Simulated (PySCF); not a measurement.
# Core-level calculation, with input and output: C2H7OPSi

The run: core-level calculation of C2H7OPSi. Method and program: delta-SCF UKS SCAN, def2-TZVP on the ionised atom, pcseg-1 elsewhere, spin-free X2C (PySCF 2.14.0).

Figures and captions count atoms from 1; the log counts them from 0 in places.

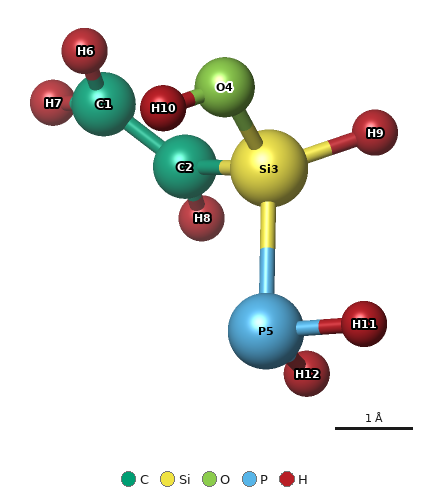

**Figure 1.** The structure as given in the input (ball-and-stick view, seen at a tilt; atoms are numbered from 1 in the order of the input).

Results in brief:

| quantity | value |
| --- | --- |
| outcome | converged |
| hardware | 1 CPU thread, shared host |
| wall time | 39 s |
| peak memory | 0.48 GiB |

Input file:
```
{"job": {"kind": "xps", "basis": "def2-TZVP"}, "charge": 0, "multiplicity": 1}
C     -2.107203     0.037540     0.448331
C     -1.065463     0.578013    -0.194686
Si     0.690915     0.220862     0.325514
O      0.715432    -0.852488     1.604031
P      1.741371    -0.700832    -1.462483
H     -1.962574    -0.617062     1.315505
H     -3.144286     0.227364     0.150058
H     -1.259902     1.235305    -1.052997
H      1.372053     1.448662     0.822234
H      0.491541    -1.763987     1.392138
H      3.047406    -0.283012    -1.062742
H      1.516647     0.449804    -2.280483
```

The first line tells a small driver script what to run in PySCF; the rest is the geometry in Å.

Command:
```bash
OMP_NUM_THREADS=1 python <driver script> task.json out
```

Log:
```
ground state, core basis on atom 0 (C), 130 functions
  cycle   1  E = -787.66391124  |g| = 7.45e-01
  cycle   2  E = -787.41269413  |g| = 1.33e+00
  cycle   3  E = -787.77648471  |g| = 1.69e-01
  cycle   4  E = -787.78330806  |g| = 5.30e-02
  cycle   5  E = -787.78387985  |g| = 2.99e-02
  cycle   6  E = -787.78410471  |g| = 9.05e-03
  cycle   7  E = -787.78412996  |g| = 1.77e-03
  cycle   8  E = -787.78413028  |g| = 4.94e-04
  E(ground) = -787.84571088 Eh
hole in C 1s of atom 0
  cycle   1  E = -776.52509719  |g| = 1.46e+00
  cycle   2  E = -774.72560982  |g| = 1.93e+00
[... 10 cycles left out ...]
  E(ion) = -777.15347904 Eh   <S^2> = 0.7920   hole on atom = 1.000   binding energy = 290.950 eV
ground state, core basis on atom 1 (C), 130 functions
[... 6 cycles left out ...]
  E(ground) = -787.84683340 Eh
hole in C 1s of atom 1
[... 13 cycles left out ...]
  E(ion) = -777.16672412 Eh   <S^2> = 0.8018   hole on atom = 1.000   binding energy = 290.621 eV
ground state, core basis on atom 2 (Si), 132 functions
[... 6 cycles left out ...]
  E(ground) = -787.83877165 Eh
hole in Si 1s of atom 2
[... 11 cycles left out ...]
  E(ion) = -719.82170079 Eh   <S^2> = 0.7521   hole on atom = 1.000   binding energy = 1850.839 eV
hole in Si 2p of atom 2
[... 10 cycles left out ...]
  E(ion) = -783.88479711 Eh   <S^2> = 0.7514   hole on atom = 1.003   binding energy = 107.593 eV
  2p3/2 = 107.351 eV   2p1/2 = 107.963 eV
ground state, core basis on atom 3 (O), 130 functions
[... 6 cycles left out ...]
  E(ground) = -787.87123472 Eh
hole in O 1s of atom 3
[... 11 cycles left out ...]
  E(ion) = -768.05654668 Eh   <S^2> = 0.7608   hole on atom = 1.000   binding energy = 539.185 eV
ground state, core basis on atom 4 (P), 132 functions
[... 6 cycles left out ...]
  E(ground) = -787.83356992 Eh
hole in P 1s of atom 4
[... 11 cycles left out ...]
  E(ion) = -708.68363145 Eh   <S^2> = 0.7518   hole on atom = 1.000   binding energy = 2153.780 eV
hole in P 2p of atom 4
[... 1 cycle left out ...]
  cycle   2  E = -780.59494581  |g| = 1.64e+00
  cycle   3  E = -781.03090870  |g| = 1.46e+00
  cycle   4  E = -782.71926546  |g| = 2.42e-01
  cycle   5  E = -782.75030321  |g| = 1.58e-01
  cycle   6  E = -782.76103564  |g| = 7.44e-02
  cycle   7  E = -782.76348637  |g| = 2.02e-02
  cycle   8  E = -782.76364019  |g| = 1.31e-02
  cycle   9  E = -782.76372851  |g| = 2.24e-03
  cycle  10  E = -782.76373089  |g| = 9.72e-04
  cycle  11  E = -782.76373289  |g| = 3.59e-04
  E(ion) = -782.80791281 Eh   <S^2> = 0.7534   hole on atom = 1.002   binding energy = 136.755 eV
  2p3/2 = 136.532 eV   2p1/2 = 137.406 eV
```

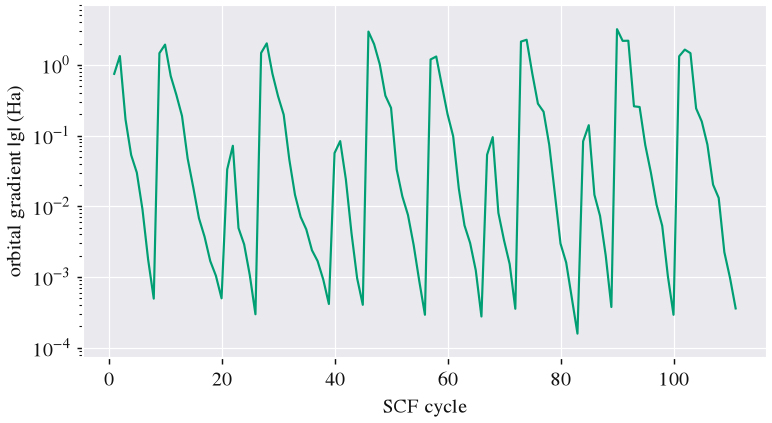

**Figure 2.** Convergence of the self-consistent field: orbital gradient |g| against the SCF cycle. All cycles printed in the log are drawn one after another.

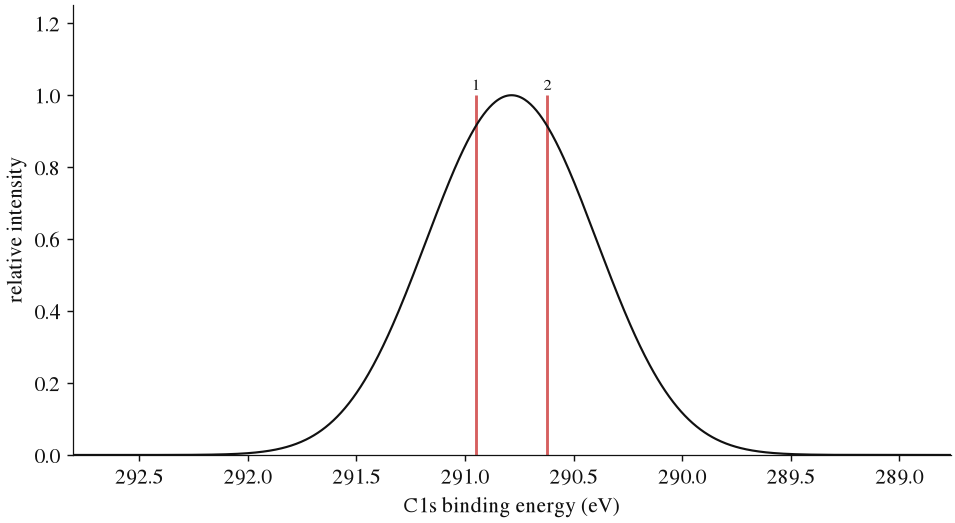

**Figure 3.** C1s binding energies by ΔSCF of the atoms computed, labelled by atom number, with a Gaussian envelope of 0.8 eV full width. They run from 290.62 eV (atom 2) to 290.95 eV (atom 1).
